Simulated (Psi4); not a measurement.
**Geometry relaxation, with input and output: PH2 (part 3 of 3)**

Continued. System: PH2, multiplicity 2, SMILES [PH2]. Method: r2SCAN/cc-pVDZ, UKS (Psi4 1.11). The geometry comes from this level: PBE0-D4/def2-TZVP. The settings are looser than a standard set-up, so the numbers are not reference values.

Geometry of the input (Å):
```
P  0.5257  -0.3094  0.2582
H  0.1146  1.0515  0.1767
H  -0.6404  -0.7421  -0.4350
```

Output, continued:
```
         ------------------------------------------------------------
                                   SCF GRAD
         ------------------------------------------------------------

  ==> Geometry <==

    Molecular point group: c1
    Full point group: Cs

    Geometry (in Angstrom), charge = 0, multiplicity = 2:

       Center              X                  Y                   Z               Mass
    ------------   -----------------  -----------------  -----------------  -----------------
         P            0.050048668430    -0.026584841599    -0.000000000000    30.973761998420
         H           -0.264441105152     1.358555410848    -0.000000000000     1.007825032230
         H           -1.273718292265    -0.541516212456     0.000000000000     1.007825032230

  Nuclear repulsion =   11.422668015851682

   => Molecular Quadrature <=

    Radial Scheme          =       TREUTLER
    Pruning Scheme         =           NONE
    Nuclear Scheme         =       TREUTLER

    Blocking Scheme        =         OCTREE
    BS radius alpha        =              1
    Pruning alpha          =              1
    Radial Points          =             15
    Spherical Points       =             26
    Total Points           =           1128
    Total Blocks           =             20
    Max Points             =            109
    Max Functions          =             28
    Weights Tolerance      =       1.00E-15

  -Total Gradient:
     Atom            X                  Y                   Z
    ------   -----------------  -----------------  -----------------
       1        0.005863353210    -0.003115255341     0.000000000000
       2        0.005724712985    -0.002905132472     0.000000000000
       3        0.005613010475    -0.003116761189    -0.000000000000

	total time  =          1 seconds =       0.02 minutes

    			-----------------------------------------

    			 OPTKING 3.0: for geometry optimizations

    			        with contributions from

    			-----------------------------------------

	                            ===> Fragment 1 <==

	 Z (Atomic Numbers)          Masses                          Geom
	      15.000000            30.973762          0.09457828 -0.05023807 -0.00000000
	       1.000000             1.007825         -0.49972127  2.56729765 -0.00000000
	       1.000000             1.007825         -2.40697873 -1.02331733  0.00000000

	 - Coordinate -           - BOHR/RAD -       - ANG/DEG -
	 R(1,2)           =         2.684154           1.420393
	 R(1,3)           =         2.684152           1.420392
	 B(2,1,3)         =         1.718514          98.463627

	        --- Internal Coordinate Step in ANG or DEG, aJ/ANG or AJ/DEG ---
	-------------------------------------------------------------------------------
	           Coordinate      Previous         Force          Change          New
	           ----------      --------        ------          ------        ------
	               R(1,2)       1.42039       -0.00115       -0.00028       1.42012
	               R(1,3)       1.42039       -0.00114       -0.00028       1.42012
	             B(2,1,3)      98.46363       -0.00000       -0.02112      98.44251
	-------------------------------------------------------------------------------

	                                 ==> Convergence Check <==

	Measures of convergence in internal coordinates in au.

	Criteria marked as inactive (o), active & met (*), and active & unmet ( ).

	----------------------------------------------------------------------------------------------
	   Step    Total Energy     Delta E     Max Force     RMS Force      Max Disp      RMS Disp
	----------------------------------------------------------------------------------------------
	  Convergence Criteria              o    1.50e-05 *    1.00e-05 *    6.00e-05 *    4.00e-05 *
	----------------------------------------------------------------------------------------------
	     3    -342.49346264   -1.24e-04 o    1.39e-04      1.18e-04      5.24e-04      4.76e-04    ~
	----------------------------------------------------------------------------------------------

Next Geometry in Ang
	Fragment 1 (Ang)

	    P   0.0500594030  -0.0265898827  -0.0000000000
	    H  -0.2646245883   1.3582220730  -0.0000000000
	    H  -1.2735455438  -0.5411778336   0.0000000000

    Structure for next step:
    Molecular point group: c1
    Full point group: Cs

    Geometry (in Angstrom), charge = 0, multiplicity = 2:

    P            0.050049652256    -0.026585303612    -0.000000000000
    H           -0.264634339055     1.358226652068    -0.000000000000
    H           -1.273555294568    -0.541173254516     0.000000000000

gradient() will perform analytic gradient computation.

  ==> Geometry <==

    Molecular point group: c1
    Full point group: Cs

    Geometry (in Angstrom), charge = 0, multiplicity = 2:

       Center              X                  Y                   Z               Mass
    ------------   -----------------  -----------------  -----------------  -----------------
         P            0.050049652256    -0.026585303612    -0.000000000000    30.973761998420
         H           -0.264634339055     1.358226652068    -0.000000000000     1.007825032230
         H           -1.273555294568    -0.541173254516     0.000000000000     1.007825032230

  Running in c1 symmetry.

  Rotational constants: A =     10.35385  B =      7.23218  C =      4.25798 [cm^-1]
  Rotational constants: A = 310400.63687  B = 216815.37859  C = 127650.96208 [MHz]
  Nuclear repulsion =   11.424929487625663

  Charge       = 0
  Multiplicity = 2
  Electrons    = 17
  Nalpha       = 9
  Nbeta        = 8

   => Molecular Quadrature <=

    Radial Scheme          =       TREUTLER
    Pruning Scheme         =           NONE
    Nuclear Scheme         =       TREUTLER

    Blocking Scheme        =         OCTREE
    BS radius alpha        =              1
    Pruning alpha          =              1
    Radial Points          =             15
    Spherical Points       =             26
    Total Points           =           1129
    Total Blocks           =             20
    Max Points             =            108
    Max Functions          =             28
    Weights Tolerance      =       1.00E-15

  ==> DiskJK: Disk-Based J/K Matrices <==

    J tasked:                  Yes
    K tasked:                   No
    wK tasked:                  No
    Memory [MiB]:             1141
    Schwarz Cutoff:          1E-12

  Cached 100.0% of DFT collocation blocks in 0.002 [GiB].

  Minimum eigenvalue in the overlap matrix is 2.7043383404E-02.
  Reciprocal condition number of the overlap matrix is 7.9543293899E-03.
    Using symmetric orthogonalization.

  ==> Iterations <==

                        Total Energy        Delta E     RMS |[F,P]|

   @UKS iter   0:  -342.49356014145667   -3.42494e+02   1.95971e-05
   @UKS iter   1:  -342.49344421519777    1.15926e-04   2.45072e-06 DIIS
   @UKS iter   2:  -342.49344421791034   -2.71257e-09   1.51337e-06 DIIS
   @UKS iter   3:  -342.49344421945568   -1.54535e-09   1.47768e-07 DIIS
   @UKS iter   4:  -342.49344421946807   -1.23919e-11   5.97911e-08 DIIS
   @UKS iter   5:  -342.49344421947018   -2.10321e-12   6.44303e-09 DIIS
  Energy and wave function converged.

  ==> Post-Iterations <==

   Electrons on quadrature grid:
      Nalpha   =    9.0081642276 ; deviation = 8.164e-03
      Nbeta    =    8.0083245294 ; deviation = 8.325e-03
      Ntotal   =   17.0164887570 ; deviation = 1.649e-02

   @Spin Contamination Metric:   8.038027038E-03
   @S^2 Expected:                7.500000000E-01
   @S^2 Observed:                7.580380270E-01
   @S   Expected:                5.000000000E-01
   @S   Observed:                5.000000000E-01

    Orbital Energies [Eh]
    ---------------------

    Alpha Occupied:

       1A    -76.869691     2A     -6.483581     3A     -4.630010
       4A     -4.627644     5A     -4.623402     6A     -0.605552
       7A     -0.373057     8A     -0.276225     9A     -0.235091

    Alpha Virtual:

      10A      0.028467    11A      0.033612    12A      0.286952
      13A      0.313595    14A      0.388677    15A      0.398467
      16A      0.399727    17A      0.411501    18A      0.419337
      19A      0.558816    20A      0.595669    21A      0.727333
      22A      0.931016    23A      1.331419    24A      1.396307
      25A      1.469013    26A      1.615106    27A      1.950787
      28A      2.058517

    Beta Occupied:

       1A    -76.864335     2A     -6.484477     3A     -4.625184
       4A     -4.621565     5A     -4.621012     6A     -0.565218
       7A     -0.366342     8A     -0.259146

    Beta Virtual:

       9A     -0.129447    10A      0.033456    11A      0.055792
      12A      0.315227    13A      0.320145    14A      0.409145
      15A      0.433442    16A      0.439401    17A      0.458660
      18A      0.470671    19A      0.563623    20A      0.615126
      21A      0.766237    22A      0.927905    23A      1.319814
      24A      1.388639    25A      1.466440    26A      1.605192
      27A      1.940433    28A      2.047884

    Final Occupation by Irrep:
              A
    DOCC [     8 ]
    SOCC [     1 ]
    NA   [     9 ]
    NB   [     8 ]

  @UKS Final Energy:  -342.49344421947018

   => Energetics <=

    Nuclear Repulsion Energy =             11.4249294876256631
    One-Electron Energy =                -495.3961926768771491
    Two-Electron Energy =                 165.3887604202232353
    DFT Exchange-Correlation Energy =     -23.9109414504419533
    Empirical Dispersion Energy =           0.0000000000000000
    VV10 Nonlocal Energy =                  0.0000000000000000
    Total Energy =                       -342.4934442194701774

  UHF NO Occupations:
  HONO-2 :    7  A 1.9996211
  HONO-1 :    8  A 1.9965467
  HONO-0 :    9  A 1.0000000
  LUNO+0 :   10  A 0.0034533
  LUNO+1 :   11  A 0.0003789
  LUNO+2 :   12  A 0.0001915
  LUNO+3 :   13  A 0.0000011

Computation Completed

Properties will be evaluated at   0.000000,   0.000000,   0.000000 [a0]

Properties computed using the SCF density matrix

 Multipole Moments:

 ------------------------------------------------------------------------------------
     Multipole            Electronic (a.u.)      Nuclear  (a.u.)        Total (a.u.)
 ------------------------------------------------------------------------------------

 L = 1.  Multiply by 2.5417464519 to convert [e a0] to [Debye]
 Dipole X            :          1.1857415           -1.4880551           -0.3023136
 Dipole Y            :         -0.6298404            0.7904230            0.1605826
 Dipole Z            :         -0.0000000            0.0000000           -0.0000000
 Magnitude           :                                                    0.3423160

 ------------------------------------------------------------------------------------

	total time  =          0 seconds =       0.00 minutes

         ------------------------------------------------------------
                                   SCF GRAD
         ------------------------------------------------------------

  ==> Geometry <==

    Molecular point group: c1
    Full point group: Cs

    Geometry (in Angstrom), charge = 0, multiplicity = 2:

       Center              X                  Y                   Z               Mass
    ------------   -----------------  -----------------  -----------------  -----------------
         P            0.050049652256    -0.026585303612    -0.000000000000    30.973761998420
         H           -0.264634339055     1.358226652068    -0.000000000000     1.007825032230
         H           -1.273555294568    -0.541173254516     0.000000000000     1.007825032230

  Nuclear repulsion =   11.424929487625663

   => Molecular Quadrature <=

    Radial Scheme          =       TREUTLER
    Pruning Scheme         =           NONE
    Nuclear Scheme         =       TREUTLER

    Blocking Scheme        =         OCTREE
    BS radius alpha        =              1
    Pruning alpha          =              1
    Radial Points          =             15
    Spherical Points       =             26
    Total Points           =           1129
    Total Blocks           =             20
    Max Points             =            108
    Max Functions          =             28
    Weights Tolerance      =       1.00E-15

  -Total Gradient:
     Atom            X                  Y                   Z
    ------   -----------------  -----------------  -----------------
       1        0.005742787084    -0.003050316041     0.000000000000
       2        0.005732513814    -0.003045049844     0.000000000000
       3        0.005732438068    -0.003044968494    -0.000000000000

	total time  =          1 seconds =       0.02 minutes

    			-----------------------------------------

    			 OPTKING 3.0: for geometry optimizations

    			        with contributions from

    			-----------------------------------------

	                            ===> Fragment 1 <==

	 Z (Atomic Numbers)          Masses                          Geom
	      15.000000            30.973762          0.09458014 -0.05023894 -0.00000000
	       1.000000             1.007825         -0.50008642  2.56667639 -0.00000000
	       1.000000             1.007825         -2.40667071 -1.02266924  0.00000000

	 - Coordinate -           - BOHR/RAD -       - ANG/DEG -
	 R(1,2)           =         2.683631           1.420116
	 R(1,3)           =         2.683631           1.420116
	 B(2,1,3)         =         1.718146          98.442510

	        --- Internal Coordinate Step in ANG or DEG, aJ/ANG or AJ/DEG ---
	-------------------------------------------------------------------------------
	           Coordinate      Previous         Force          Change          New
	           ----------      --------        ------          ------        ------
	               R(1,2)       1.42012       -0.00002       -0.00000       1.42011
	               R(1,3)       1.42012       -0.00002       -0.00001       1.42011
	             B(2,1,3)      98.44251        0.00000        0.00275      98.44526
	-------------------------------------------------------------------------------

	                                 ==> Convergence Check <==

	Measures of convergence in internal coordinates in au.

	Criteria marked as inactive (o), active & met (*), and active & unmet ( ).

	----------------------------------------------------------------------------------------------
	   Step    Total Energy     Delta E     Max Force     RMS Force      Max Disp      RMS Disp
	----------------------------------------------------------------------------------------------
	  Convergence Criteria              o    1.50e-05 *    1.00e-05 *    6.00e-05 *    4.00e-05 *
	----------------------------------------------------------------------------------------------
	     4    -342.49344422    1.84e-05 o    7.89e-06 *    4.99e-06 *    4.80e-05 *    2.87e-05 *  ~
	----------------------------------------------------------------------------------------------

Next Geometry in Ang
	Fragment 1 (Ang)

	    P   0.0500325269  -0.0265763508  -0.0000000000
	    H  -0.2646171345   1.3582385617  -0.0000000000
	    H  -1.2735553738  -0.5411941170   0.0000000000

    Final optimized geometry and variables:
    Molecular point group: c1
    Full point group: Cs

    Geometry (in Angstrom), charge = 0, multiplicity = 2:

    P            0.050049652256    -0.026585303612    -0.000000000000
    H           -0.264634339055     1.358226652068    -0.000000000000
    H           -1.273555294568    -0.541173254516     0.000000000000

[set-up sections that repeat, and orbital energies of the middle runs, are left out above]
```

Standard output:
```
Some dependencies such as QCElemental have not yet finished migration to pydantic v2. If issues are encountered please downgrade pydantic or upgrade QCElemental as appropriate
	Energy has increased in a minimization.
	Energy ratio indicates iffy step.
	Intrafrag trust radius decreased to  0.125.
	Energy has increased in a minimization.
	Energy ratio indicates iffy step.
	Intrafrag trust radius decreased to 0.0938.
Optimizer: Optimization complete!
E = -342.493444219
3
0 2 H2P
P                     0.050049652256    -0.026585303612     0.000000000000
H                    -0.264634339055     1.358226652068     0.000000000000
H                    -1.273555294568    -0.541173254516     0.000000000000
```

Trajectory as extended XYZ (Å, eV, eV/Å), 4 frames, from step=0 to step=3:
```
3
Properties=species:S:1:pos:R:3:forces:R:3 step=0 energy=-9319.73355
P     0.5257   -0.3094    0.2582   -0.8487   0.4996  -0.4168
H     0.1146    1.0515    0.1767    0.0404   0.1884   0.0427
H    -0.6404   -0.7421   -0.4350   -0.1029  -0.1516  -0.0734
3
Properties=species:S:1:pos:R:3:forces:R:3 step=1 energy=-9319.71853
P     0.5225   -0.3074    0.2566   -0.2293   0.1349  -0.1127
H     0.1855    1.0704    0.2181   -0.2749   0.1833  -0.1327
H    -0.6104   -0.8203   -0.4268   -0.2894   0.1488  -0.1444
3
Properties=species:S:1:pos:R:3:forces:R:3 step=2 energy=-9319.72190
P     0.5225   -0.3075    0.2566   -0.2710   0.1595  -0.1331
H     0.1845    1.0716    0.2177   -0.2642   0.1487  -0.1305
H    -0.6118   -0.8201   -0.4275   -0.2597   0.1596  -0.1268
3
Properties=species:S:1:pos:R:3:forces:R:3 step=3 energy=-9319.72140
P     0.5225   -0.3075    0.2566   -0.2654   0.1562  -0.1303
H     0.1844    1.0712    0.2175   -0.2649   0.1559  -0.1301
H    -0.6116   -0.8198   -0.4274   -0.2649   0.1559  -0.1301
```

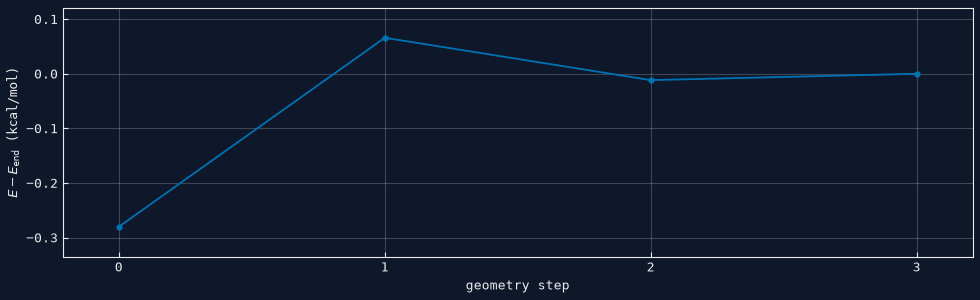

**Figure 1.** Progress of the relaxation, step by step (steps are counted from 0).

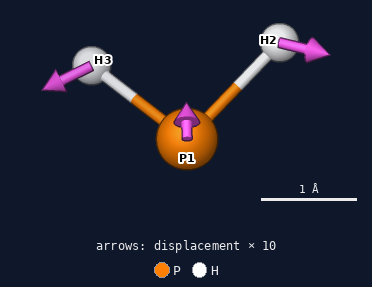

**Figure 2.** The starting structure with the displacements as pink arrows, magnified 10 times (ball-and-stick view, seen at a tilt). The two geometries are laid on each other by the best rigid fit. The largest moves after the best rigid fit, 0.060 Å, are those of H2 and H3. Largest moves by element: H 0.060 Å, P 0.044 Å. Among the angles that change: H2–P1–H3 91.5° → 98.4°. After 3 geometry steps the energy has risen by 0.28 kcal/mol. Largest force component: 0.85 eV/Å at the start, 0.27 eV/Å at the end. (Atoms are counted from 1 in the order of the input.)
